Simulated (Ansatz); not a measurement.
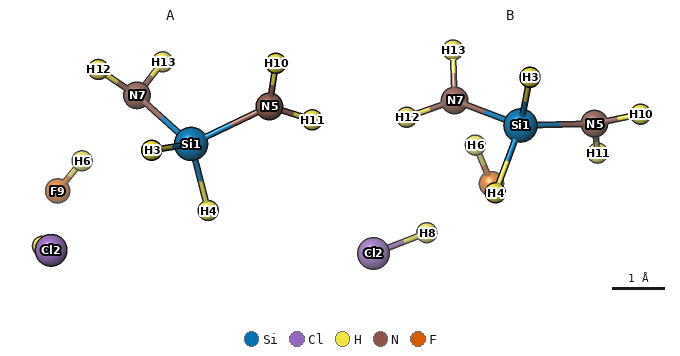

Two geometries of SiN$_{2}$H$_{8}$ClF, drawn at one scale. One is the start of a relaxation, the other its converged end. A ball-and-stick model, seen from a free direction.

The calculation used RKS PBE0-D4/def2-SVP (Ansatz 0.2.0). Set-up: no spin polarisation; force threshold 0.03 eV/Å; at most 50 steps.

> Which one is relaxed?

Structure B is the relaxed one. The run prepares an end point of a later path (reaction) calculation, from a guessed geometry. The atom that moves furthest after the best rigid fit is F9 (1.96 Å). Largest moves by element: F 1.96 Å, H 1.86 Å, Cl 1.20 Å, N 0.97 Å, Si 0.56 Å. Near-neighbour distances that change, for instance: H6–N7 2.302 → 1.512 Å, H6–F9 0.915 → 1.005 Å, Si1–N7 1.798 → 1.782 Å, Si1–N5 1.723 → 1.713 Å. Among the angles between lasting bonds that change: H4–Si1–N5 104.5° → 118.6°, N5–Si1–N7 114.1° → 105.1°, H3–Si1–N7 105.2° → 113.8°. Groups turn about Si1–N7 by about 100°. The energy falls by 59.8 kJ/mol in 46 accepted moves (49 points after the start). The largest force component goes from 1.3 to 0.025 eV/Å. The line search rejected the trial steps at points 11, 16, 34 of the run. The forces were under the threshold at step 23, but the run went on from there. The run took 2.5 min on 2 threads of Intel(R) Xeon(R) Platinum 8488C (Sapphire Rapids), on a shared host, peak memory 0.29 GiB.
